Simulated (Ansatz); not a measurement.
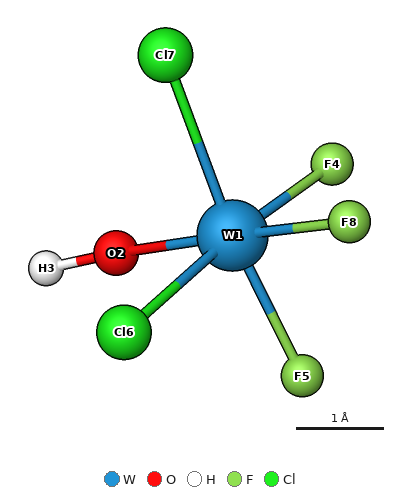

The starting structure (ball-and-stick view, seen at a tilt; atoms are numbered from 1 in the order of the input). Sticks mark near contacts.

# Run report: WHCl2OF3, molecular dynamics (part 1 of 3)

System: WHCl2OF3.
Method: RKS PBE/def2-SVP (Ansatz 0.2.0).

It belongs to a series of runs on one base structure; here: dynamics from the start. Figures and captions count atoms from 1; the log counts them from 0 in places.

### Log
```
Engine: ansatz 0.2.0, aarch64-unknown-linux-gnu
Functional definition: PBE
  parameter kappa = 0.804
  parameter beta = 0.06672455060314922
  exchange = pbe_x(kappa = kappa, mu = beta*pi^2/3)
  correlation = pbe_c(beta = beta)
1342 factors; their error is unknown
mean field evaluation 1: about -37044.3477 eV, gradient 8.7e1 eV
mean field evaluation 2: about -36792.5590 eV, gradient 3.2e2 eV
mean field evaluation 4: about -37054.9944 eV, gradient 4.2e1 eV
mean field evaluation 8: about -37058.0418 eV, gradient 1.2e0 eV
mean field evaluation 16: about -37057.9657 eV, gradient 2.0e-3 eV
mean field -37057.96568902 eV, -1361.8551202802 hartree, gradient 5.0e-5 eV, S^2 0.000000; 0 other end points of the search recorded, 0 dependent functions left out
the calculation of the forces begins
reference -37057.96576028 eV, -1361.8551228989 hartree; 42, 42 occupied and 87, 87 virtual orbitals, 1342 factors
md step     0: t =     0.00 fs  T =  1000.0 K  F+E_penalty+E_count = -37057.96568902 eV  E_kin = 0.775560 eV  conserved = -37057.19012903 eV  (34 SCF iters)
these checks for a lower state are left out or cut short: starts, cluster_reference, orbital_swaps, neighbouring_geometries, increment
1342 factors; their error is unknown
mean field -37057.96524958 eV, -1361.8551041309 hartree, gradient 2.7e-5 eV, S^2 0.000000; 0 other end points of the search recorded, 0 dependent functions left out
the calculation of the forces begins
reference -37057.96532082 eV, -1361.8551067489 hartree; 42, 42 occupied and 87, 87 virtual orbitals, 1342 factors
md step     1: t =     0.25 fs  T =   999.4 K  F+E_penalty+E_count = -37057.96524958 eV  E_kin = 0.775119 eV  conserved = -37057.19013061 eV  (33 SCF iters)
[... from here on the SCF iterations and repeated set-up lines of each step are left out, up to the last step ...]
md step     2: t =     0.50 fs  T =   997.6 K  F+E_penalty+E_count = -37057.96384678 eV  E_kin = 0.773714 eV  conserved = -37057.19013229 eV  (33 SCF iters)
md step     3: t =     0.75 fs  T =   994.5 K  F+E_penalty+E_count = -37057.96146225 eV  E_kin = 0.771328 eV  conserved = -37057.19013398 eV  (33 SCF iters)
md step     4: t =     1.00 fs  T =   990.2 K  F+E_penalty+E_count = -37057.95807889 eV  E_kin = 0.767943 eV  conserved = -37057.19013557 eV  (33 SCF iters)
md step     5: t =     1.25 fs  T =   984.5 K  F+E_penalty+E_count = -37057.95368296 eV  E_kin = 0.763546 eV  conserved = -37057.19013716 eV  (33 SCF iters)
md step     6: t =     1.50 fs  T =   977.5 K  F+E_penalty+E_count = -37057.94826522 eV  E_kin = 0.758127 eV  conserved = -37057.19013817 eV  (33 SCF iters)
md step     7: t =     1.75 fs  T =   969.2 K  F+E_penalty+E_count = -37057.94182428 eV  E_kin = 0.751686 eV  conserved = -37057.19013852 eV  (33 SCF iters)
md step     8: t =     2.00 fs  T =   959.6 K  F+E_penalty+E_count = -37057.93436809 eV  E_kin = 0.744230 eV  conserved = -37057.19013823 eV  (33 SCF iters)
md step     9: t =     2.25 fs  T =   948.7 K  F+E_penalty+E_count = -37057.92591515 eV  E_kin = 0.735778 eV  conserved = -37057.19013722 eV  (33 SCF iters)
md step    10: t =     2.50 fs  T =   936.6 K  F+E_penalty+E_count = -37057.91649528 eV  E_kin = 0.726360 eV  conserved = -37057.19013540 eV  (33 SCF iters)
md step    11: t =     2.75 fs  T =   923.2 K  F+E_penalty+E_count = -37057.90615003 eV  E_kin = 0.716017 eV  conserved = -37057.19013308 eV  (33 SCF iters)
md step    12: t =     3.00 fs  T =   908.8 K  F+E_penalty+E_count = -37057.89493095 eV  E_kin = 0.704801 eV  conserved = -37057.19013001 eV  (33 SCF iters)
md step    13: t =     3.25 fs  T =   893.3 K  F+E_penalty+E_count = -37057.88289914 eV  E_kin = 0.692773 eV  conserved = -37057.19012642 eV  (33 SCF iters)
md step    14: t =     3.50 fs  T =   876.8 K  F+E_penalty+E_count = -37057.87012282 eV  E_kin = 0.680000 eV  conserved = -37057.19012244 eV  (33 SCF iters)
md step    15: t =     3.75 fs  T =   859.5 K  F+E_penalty+E_count = -37057.85667516 eV  E_kin = 0.666557 eV  conserved = -37057.19011819 eV  (33 SCF iters)
md step    16: t =     4.00 fs  T =   841.4 K  F+E_penalty+E_count = -37057.84263212 eV  E_kin = 0.652518 eV  conserved = -37057.19011382 eV  (33 SCF iters)
md step    17: t =     4.25 fs  T =   822.6 K  F+E_penalty+E_count = -37057.82807029 eV  E_kin = 0.637961 eV  conserved = -37057.19010941 eV  (33 SCF iters)
md step    18: t =     4.50 fs  T =   803.2 K  F+E_penalty+E_count = -37057.81306530 eV  E_kin = 0.622960 eV  conserved = -37057.19010505 eV  (33 SCF iters)
md step    19: t =     4.75 fs  T =   783.4 K  F+E_penalty+E_count = -37057.79769054 eV  E_kin = 0.607590 eV  conserved = -37057.19010077 eV  (33 SCF iters)
md step    20: t =     5.00 fs  T =   763.2 K  F+E_penalty+E_count = -37057.78201672 eV  E_kin = 0.591920 eV  conserved = -37057.19009653 eV  (35 SCF iters)
md step    21: t =     5.25 fs  T =   742.7 K  F+E_penalty+E_count = -37057.76611196 eV  E_kin = 0.576020 eV  conserved = -37057.19009234 eV  (33 SCF iters)
md step    22: t =     5.50 fs  T =   722.0 K  F+E_penalty+E_count = -37057.75004251 eV  E_kin = 0.559954 eV  conserved = -37057.19008819 eV  (33 SCF iters)
md step    23: t =     5.75 fs  T =   701.2 K  F+E_penalty+E_count = -37057.73387365 eV  E_kin = 0.543790 eV  conserved = -37057.19008379 eV  (33 SCF iters)
md step    24: t =     6.00 fs  T =   680.3 K  F+E_penalty+E_count = -37057.71767179 eV  E_kin = 0.527593 eV  conserved = -37057.19007922 eV  (33 SCF iters)
md step    25: t =     6.25 fs  T =   659.4 K  F+E_penalty+E_count = -37057.70150554 eV  E_kin = 0.511431 eV  conserved = -37057.19007436 eV  (33 SCF iters)
md step    26: t =     6.50 fs  T =   638.7 K  F+E_penalty+E_count = -37057.68544737 eV  E_kin = 0.495378 eV  conserved = -37057.19006915 eV  (33 SCF iters)
md step    27: t =     6.75 fs  T =   618.3 K  F+E_penalty+E_count = -37057.66957466 eV  E_kin = 0.479511 eV  conserved = -37057.19006357 eV  (33 SCF iters)
md step    28: t =     7.00 fs  T =   598.2 K  F+E_penalty+E_count = -37057.65397019 eV  E_kin = 0.463913 eV  conserved = -37057.19005767 eV  (31 SCF iters)
md step    29: t =     7.25 fs  T =   578.5 K  F+E_penalty+E_count = -37057.63872180 eV  E_kin = 0.448670 eV  conserved = -37057.19005152 eV  (31 SCF iters)
md step    30: t =     7.50 fs  T =   559.4 K  F+E_penalty+E_count = -37057.62392193 eV  E_kin = 0.433876 eV  conserved = -37057.19004574 eV  (31 SCF iters)
md step    31: t =     7.75 fs  T =   541.1 K  F+E_penalty+E_count = -37057.60966370 eV  E_kin = 0.419624 eV  conserved = -37057.19003952 eV  (32 SCF iters)
md step    32: t =     8.00 fs  T =   523.5 K  F+E_penalty+E_count = -37057.59604145 eV  E_kin = 0.406008 eV  conserved = -37057.19003357 eV  (31 SCF iters)
md step    33: t =     8.25 fs  T =   506.9 K  F+E_penalty+E_count = -37057.58314582 eV  E_kin = 0.393118 eV  conserved = -37057.19002804 eV  (32 SCF iters)
md step    34: t =     8.50 fs  T =   491.3 K  F+E_penalty+E_count = -37057.57106178 eV  E_kin = 0.381038 eV  conserved = -37057.19002338 eV  (32 SCF iters)
md step    35: t =     8.75 fs  T =   476.9 K  F+E_penalty+E_count = -37057.55986487 eV  E_kin = 0.369846 eV  conserved = -37057.19001935 eV  (31 SCF iters)
md step    36: t =     9.00 fs  T =   463.7 K  F+E_penalty+E_count = -37057.54962016 eV  E_kin = 0.359604 eV  conserved = -37057.19001601 eV  (31 SCF iters)
md step    37: t =     9.25 fs  T =   451.8 K  F+E_penalty+E_count = -37057.54038073 eV  E_kin = 0.350367 eV  conserved = -37057.19001354 eV  (31 SCF iters)
md step    38: t =     9.50 fs  T =   441.2 K  F+E_penalty+E_count = -37057.53218691 eV  E_kin = 0.342175 eV  conserved = -37057.19001188 eV  (31 SCF iters)
md step    39: t =     9.75 fs  T =   432.0 K  F+E_penalty+E_count = -37057.52506689 eV  E_kin = 0.335056 eV  conserved = -37057.19001097 eV  (30 SCF iters)
md step    40: t =    10.00 fs  T =   424.2 K  F+E_penalty+E_count = -37057.51903789 eV  E_kin = 0.329027 eV  conserved = -37057.19001069 eV  (31 SCF iters)
md step    41: t =    10.25 fs  T =   417.9 K  F+E_penalty+E_count = -37057.51410788 eV  E_kin = 0.324097 eV  conserved = -37057.19001090 eV  (31 SCF iters)
md step    42: t =    10.50 fs  T =   412.9 K  F+E_penalty+E_count = -37057.51027742 eV  E_kin = 0.320266 eV  conserved = -37057.19001148 eV  (31 SCF iters)
md step    43: t =    10.75 fs  T =   409.4 K  F+E_penalty+E_count = -37057.50754146 eV  E_kin = 0.317529 eV  conserved = -37057.19001227 eV  (33 SCF iters)
md step    44: t =    11.00 fs  T =   407.3 K  F+E_penalty+E_count = -37057.50589096 eV  E_kin = 0.315878 eV  conserved = -37057.19001331 eV  (31 SCF iters)
md step    45: t =    11.25 fs  T =   406.5 K  F+E_penalty+E_count = -37057.50531343 eV  E_kin = 0.315299 eV  conserved = -37057.19001454 eV  (32 SCF iters)
md step    46: t =    11.50 fs  T =   407.2 K  F+E_penalty+E_count = -37057.50579336 eV  E_kin = 0.315777 eV  conserved = -37057.19001594 eV  (32 SCF iters)
md step    47: t =    11.75 fs  T =   409.1 K  F+E_penalty+E_count = -37057.50731136 eV  E_kin = 0.317294 eV  conserved = -37057.19001707 eV  (33 SCF iters)
md step    48: t =    12.00 fs  T =   412.4 K  F+E_penalty+E_count = -37057.50984519 eV  E_kin = 0.319826 eV  conserved = -37057.19001905 eV  (33 SCF iters)
md step    49: t =    12.25 fs  T =   416.9 K  F+E_penalty+E_count = -37057.51336540 eV  E_kin = 0.323344 eV  conserved = -37057.19002142 eV  (32 SCF iters)
md step    50: t =    12.50 fs  T =   422.7 K  F+E_penalty+E_count = -37057.51783598 eV  E_kin = 0.327812 eV  conserved = -37057.19002428 eV  (33 SCF iters)
md step    51: t =    12.75 fs  T =   429.6 K  F+E_penalty+E_count = -37057.52321265 eV  E_kin = 0.333185 eV  conserved = -37057.19002777 eV  (33 SCF iters)
md step    52: t =    13.00 fs  T =   437.6 K  F+E_penalty+E_count = -37057.52944139 eV  E_kin = 0.339410 eV  conserved = -37057.19003175 eV  (33 SCF iters)
md step    53: t =    13.25 fs  T =   446.7 K  F+E_penalty+E_count = -37057.53645841 eV  E_kin = 0.346422 eV  conserved = -37057.19003625 eV  (33 SCF iters)
md step    54: t =    13.50 fs  T =   456.6 K  F+E_penalty+E_count = -37057.54419007 eV  E_kin = 0.354149 eV  conserved = -37057.19004136 eV  (33 SCF iters)
md step    55: t =    13.75 fs  T =   467.4 K  F+E_penalty+E_count = -37057.55255323 eV  E_kin = 0.362506 eV  conserved = -37057.19004688 eV  (32 SCF iters)
md step    56: t =    14.00 fs  T =   478.9 K  F+E_penalty+E_count = -37057.56145705 eV  E_kin = 0.371404 eV  conserved = -37057.19005273 eV  (33 SCF iters)
md step    57: t =    14.25 fs  T =   490.9 K  F+E_penalty+E_count = -37057.57080475 eV  E_kin = 0.380746 eV  conserved = -37057.19005877 eV  (33 SCF iters)
md step    58: t =    14.50 fs  T =   503.4 K  F+E_penalty+E_count = -37057.58049605 eV  E_kin = 0.390431 eV  conserved = -37057.19006482 eV  (33 SCF iters)
md step    59: t =    14.75 fs  T =   516.2 K  F+E_penalty+E_count = -37057.59042988 eV  E_kin = 0.400359 eV  conserved = -37057.19007071 eV  (33 SCF iters)
md step    60: t =    15.00 fs  T =   529.2 K  F+E_penalty+E_count = -37057.60050713 eV  E_kin = 0.410431 eV  conserved = -37057.19007630 eV  (32 SCF iters)
md step    61: t =    15.25 fs  T =   542.3 K  F+E_penalty+E_count = -37057.61063339 eV  E_kin = 0.420552 eV  conserved = -37057.19008174 eV  (33 SCF iters)
md step    62: t =    15.50 fs  T =   555.3 K  F+E_penalty+E_count = -37057.62071983 eV  E_kin = 0.430634 eV  conserved = -37057.19008619 eV  (33 SCF iters)
md step    63: t =    15.75 fs  T =   568.1 K  F+E_penalty+E_count = -37057.63068717 eV  E_kin = 0.440597 eV  conserved = -37057.19009034 eV  (33 SCF iters)
md step    64: t =    16.00 fs  T =   580.7 K  F+E_penalty+E_count = -37057.64046385 eV  E_kin = 0.450370 eV  conserved = -37057.19009386 eV  (35 SCF iters)
md step    65: t =    16.25 fs  T =   593.0 K  F+E_penalty+E_count = -37057.64998735 eV  E_kin = 0.459891 eV  conserved = -37057.19009677 eV  (33 SCF iters)
md step    66: t =    16.50 fs  T =   604.9 K  F+E_penalty+E_count = -37057.65920324 eV  E_kin = 0.469104 eV  conserved = -37057.19009927 eV  (33 SCF iters)
md step    67: t =    16.75 fs  T =   616.3 K  F+E_penalty+E_count = -37057.66806359 eV  E_kin = 0.477962 eV  conserved = -37057.19010162 eV  (33 SCF iters)
md step    68: t =    17.00 fs  T =   627.2 K  F+E_penalty+E_count = -37057.67652479 eV  E_kin = 0.486421 eV  conserved = -37057.19010379 eV  (33 SCF iters)
md step    69: t =    17.25 fs  T =   637.5 K  F+E_penalty+E_count = -37057.68454623 eV  E_kin = 0.494440 eV  conserved = -37057.19010600 eV  (33 SCF iters)
md step    70: t =    17.50 fs  T =   647.2 K  F+E_penalty+E_count = -37057.69208806 eV  E_kin = 0.501980 eV  conserved = -37057.19010825 eV  (33 SCF iters)
md step    71: t =    17.75 fs  T =   656.3 K  F+E_penalty+E_count = -37057.69911013 eV  E_kin = 0.509000 eV  conserved = -37057.19011051 eV  (33 SCF iters)
md step    72: t =    18.00 fs  T =   664.6 K  F+E_penalty+E_count = -37057.70557144 eV  E_kin = 0.515459 eV  conserved = -37057.19011286 eV  (33 SCF iters)
md step    73: t =    18.25 fs  T =   672.2 K  F+E_penalty+E_count = -37057.71143008 eV  E_kin = 0.521315 eV  conserved = -37057.19011523 eV  (33 SCF iters)
md step    74: t =    18.50 fs  T =   678.9 K  F+E_penalty+E_count = -37057.71664414 eV  E_kin = 0.526527 eV  conserved = -37057.19011752 eV  (33 SCF iters)
md step    75: t =    18.75 fs  T =   684.7 K  F+E_penalty+E_count = -37057.72117322 eV  E_kin = 0.531054 eV  conserved = -37057.19011961 eV  (33 SCF iters)
md step    76: t =    19.00 fs  T =   689.6 K  F+E_penalty+E_count = -37057.72498021 eV  E_kin = 0.534859 eV  conserved = -37057.19012138 eV  (33 SCF iters)
md step    77: t =    19.25 fs  T =   693.6 K  F+E_penalty+E_count = -37057.72803330 eV  E_kin = 0.537911 eV  conserved = -37057.19012270 eV  (33 SCF iters)
md step    78: t =    19.50 fs  T =   696.5 K  F+E_penalty+E_count = -37057.73030776 eV  E_kin = 0.540184 eV  conserved = -37057.19012347 eV  (33 SCF iters)
md step    79: t =    19.75 fs  T =   698.4 K  F+E_penalty+E_count = -37057.73178730 eV  E_kin = 0.541664 eV  conserved = -37057.19012360 eV  (33 SCF iters)
md step    80: t =    20.00 fs  T =   699.3 K  F+E_penalty+E_count = -37057.73246509 eV  E_kin = 0.542342 eV  conserved = -37057.19012322 eV  (33 SCF iters)
md step    81: t =    20.25 fs  T =   699.1 K  F+E_penalty+E_count = -37057.73234329 eV  E_kin = 0.542221 eV  conserved = -37057.19012216 eV  (33 SCF iters)
md step    82: t =    20.50 fs  T =   698.0 K  F+E_penalty+E_count = -37057.73143323 eV  E_kin = 0.541313 eV  conserved = -37057.19012063 eV  (33 SCF iters)
md step    83: t =    20.75 fs  T =   695.8 K  F+E_penalty+E_count = -37057.72975374 eV  E_kin = 0.539635 eV  conserved = -37057.19011883 eV  (33 SCF iters)
md step    84: t =    21.00 fs  T =   692.7 K  F+E_penalty+E_count = -37057.72732938 eV  E_kin = 0.537213 eV  conserved = -37057.19011675 eV  (33 SCF iters)
md step    85: t =    21.25 fs  T =   688.6 K  F+E_penalty+E_count = -37057.72418898 eV  E_kin = 0.534074 eV  conserved = -37057.19011469 eV  (33 SCF iters)
md step    86: t =    21.50 fs  T =   683.7 K  F+E_penalty+E_count = -37057.72036300 eV  E_kin = 0.530251 eV  conserved = -37057.19011249 eV  (34 SCF iters)
md step    87: t =    21.75 fs  T =   677.9 K  F+E_penalty+E_count = -37057.71588240 eV  E_kin = 0.525772 eV  conserved = -37057.19011037 eV  (33 SCF iters)
md step    88: t =    22.00 fs  T =   671.3 K  F+E_penalty+E_count = -37057.71077674 eV  E_kin = 0.520668 eV  conserved = -37057.19010847 eV  (33 SCF iters)
md step    89: t =    22.25 fs  T =   664.0 K  F+E_penalty+E_count = -37057.70507306 eV  E_kin = 0.514966 eV  conserved = -37057.19010678 eV  (33 SCF iters)
md step    90: t =    22.50 fs  T =   655.9 K  F+E_penalty+E_count = -37057.69879539 eV  E_kin = 0.508690 eV  conserved = -37057.19010517 eV  (34 SCF iters)
md step    91: t =    22.75 fs  T =   647.1 K  F+E_penalty+E_count = -37057.69196515 eV  E_kin = 0.501861 eV  conserved = -37057.19010371 eV  (34 SCF iters)
md step    92: t =    23.00 fs  T =   637.6 K  F+E_penalty+E_count = -37057.68460142 eV  E_kin = 0.494499 eV  conserved = -37057.19010232 eV  (34 SCF iters)
md step    93: t =    23.25 fs  T =   627.4 K  F+E_penalty+E_count = -37057.67672220 eV  E_kin = 0.486621 eV  conserved = -37057.19010097 eV  (34 SCF iters)
md step    94: t =    23.50 fs  T =   616.6 K  F+E_penalty+E_count = -37057.66834569 eV  E_kin = 0.478246 eV  conserved = -37057.19009946 eV  (34 SCF iters)
md step    95: t =    23.75 fs  T =   605.2 K  F+E_penalty+E_count = -37057.65949221 eV  E_kin = 0.469394 eV  conserved = -37057.19009783 eV  (34 SCF iters)
md step    96: t =    24.00 fs  T =   593.2 K  F+E_penalty+E_count = -37057.65018521 eV  E_kin = 0.460089 eV  conserved = -37057.19009582 eV  (34 SCF iters)
md step    97: t =    24.25 fs  T =   580.7 K  F+E_penalty+E_count = -37057.64045322 eV  E_kin = 0.450360 eV  conserved = -37057.19009347 eV  (34 SCF iters)
md step    98: t =    24.50 fs  T =   567.6 K  F+E_penalty+E_count = -37057.63033032 eV  E_kin = 0.440240 eV  conserved = -37057.19009076 eV  (34 SCF iters)
md step    99: t =    24.75 fs  T =   554.1 K  F+E_penalty+E_count = -37057.61985664 eV  E_kin = 0.429769 eV  conserved = -37057.19008778 eV  (34 SCF iters)
md step   100: t =    25.00 fs  T =   540.2 K  F+E_penalty+E_count = -37057.60907775 eV  E_kin = 0.418993 eV  conserved = -37057.19008444 eV  (34 SCF iters)
md step   101: t =    25.25 fs  T =   526.0 K  F+E_penalty+E_count = -37057.59804412 eV  E_kin = 0.407963 eV  conserved = -37057.19008091 eV  (34 SCF iters)
md step   102: t =    25.50 fs  T =   511.5 K  F+E_penalty+E_count = -37057.58680967 eV  E_kin = 0.396732 eV  conserved = -37057.19007769 eV  (34 SCF iters)
md step   103: t =    25.75 fs  T =   496.9 K  F+E_penalty+E_count = -37057.57542835 eV  E_kin = 0.385354 eV  conserved = -37057.19007417 eV  (34 SCF iters)
md step   104: t =    26.00 fs  T =   482.1 K  F+E_penalty+E_count = -37057.56395421 eV  E_kin = 0.373883 eV  conserved = -37057.19007077 eV  (34 SCF iters)
md step   105: t =    26.25 fs  T =   467.2 K  F+E_penalty+E_count = -37057.55243817 eV  E_kin = 0.362370 eV  conserved = -37057.19006777 eV  (33 SCF iters)
md step   106: t =    26.50 fs  T =   452.4 K  F+E_penalty+E_count = -37057.54092658 eV  E_kin = 0.350861 eV  conserved = -37057.19006557 eV  (33 SCF iters)
md step   107: t =    26.75 fs  T =   437.6 K  F+E_penalty+E_count = -37057.52945881 eV  E_kin = 0.339395 eV  conserved = -37057.19006336 eV  (36 SCF iters)
md step   108: t =    27.00 fs  T =   422.9 K  F+E_penalty+E_count = -37057.51806914 eV  E_kin = 0.328008 eV  conserved = -37057.19006144 eV  (33 SCF iters)
md step   109: t =    27.25 fs  T =   408.4 K  F+E_penalty+E_count = -37057.50678574 eV  E_kin = 0.316726 eV  conserved = -37057.19005993 eV  (34 SCF iters)
md step   110: t =    27.50 fs  T =   394.0 K  F+E_penalty+E_count = -37057.49563160 eV  E_kin = 0.305573 eV  conserved = -37057.19005865 eV  (34 SCF iters)
md step   111: t =    27.75 fs  T =   379.8 K  F+E_penalty+E_count = -37057.48462643 eV  E_kin = 0.294569 eV  conserved = -37057.19005747 eV  (33 SCF iters)
md step   112: t =    28.00 fs  T =   365.8 K  F+E_penalty+E_count = -37057.47378843 eV  E_kin = 0.283732 eV  conserved = -37057.19005627 eV  (33 SCF iters)
md step   113: t =    28.25 fs  T =   352.1 K  F+E_penalty+E_count = -37057.46313617 eV  E_kin = 0.273081 eV  conserved = -37057.19005494 eV  (33 SCF iters)
md step   114: t =    28.50 fs  T =   338.6 K  F+E_penalty+E_count = -37057.45269034 eV  E_kin = 0.262637 eV  conserved = -37057.19005343 eV  (34 SCF iters)
md step   115: t =    28.75 fs  T =   325.5 K  F+E_penalty+E_count = -37057.44247495 eV  E_kin = 0.252423 eV  conserved = -37057.19005170 eV  (33 SCF iters)
md step   116: t =    29.00 fs  T =   312.6 K  F+E_penalty+E_count = -37057.43251791 eV  E_kin = 0.242468 eV  conserved = -37057.19004967 eV  (33 SCF iters)
md step   117: t =    29.25 fs  T =   300.2 K  F+E_penalty+E_count = -37057.42285132 eV  E_kin = 0.232804 eV  conserved = -37057.19004742 eV  (33 SCF iters)
md step   118: t =    29.50 fs  T =   288.1 K  F+E_penalty+E_count = -37057.41351068 eV  E_kin = 0.223466 eV  conserved = -37057.19004504 eV  (33 SCF iters)
```
